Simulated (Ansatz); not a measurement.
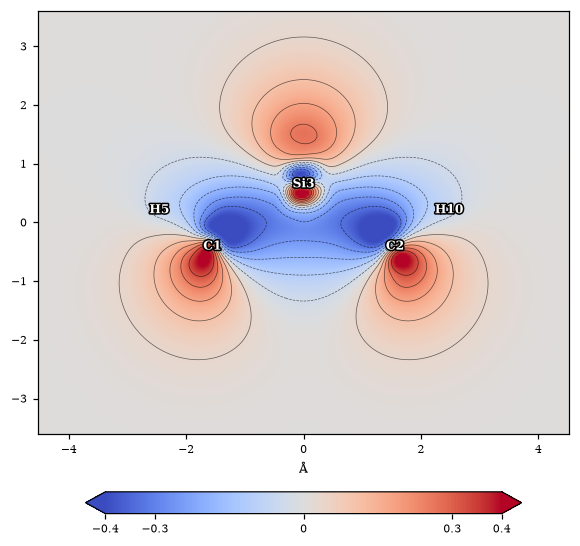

Figure. C$_{2}$H$_{8}$Si. The HOMO−1 on the plane of atoms Si3, C1 and H5 (values in Å⁻³ᐟ²; the overall sign is arbitrary).

Geometry: B3LYP-D3(BJ)/def2-SVP.

Theory: isolated molecule in a Gaussian basis; Kohn-Sham density functional theory, functional PBE0 in Ansatz.

```json
{"atom": "C", "x (Å)": "0.0212", "y (Å)": "-2.6698", "z (Å)": "-1.0053"}
{"atom": "C", "x (Å)": "-0.2964", "y (Å)": "-1.2195", "z (Å)": "1.7292"}
{"atom": "Si", "x (Å)": "0.8974", "y (Å)": "-2.1061", "z (Å)": "0.5678"}
{"atom": "H", "x (Å)": "-0.4054", "y (Å)": "-1.8096", "z (Å)": "-1.5466"}
{"atom": "H", "x (Å)": "0.7164", "y (Å)": "-3.1874", "z (Å)": "-1.6854"}
{"atom": "H", "x (Å)": "-0.8018", "y (Å)": "-3.3638", "z (Å)": "-0.7689"}
{"atom": "H", "x (Å)": "2.0233", "y (Å)": "-1.1879", "z (Å)": "0.2116"}
{"atom": "H", "x (Å)": "1.4855", "y (Å)": "-3.2918", "z (Å)": "1.2649"}
{"atom": "H", "x (Å)": "-1.1263", "y (Å)": "-1.8837", "z (Å)": "2.0208"}
{"atom": "H", "x (Å)": "0.2130", "y (Å)": "-0.8896", "z (Å)": "2.6487"}
{"atom": "H", "x (Å)": "-0.7288", "y (Å)": "-0.3298", "z (Å)": "1.2431"}
```

Where does this orbital lie, and at what energy?

Answer. It lies mainly on Si3 (about 30 %), C1 (about 15 %), C2 (about 15 %), H8 (about 10 %) and H7 (about 10 %). Its energy is −8.90 eV.
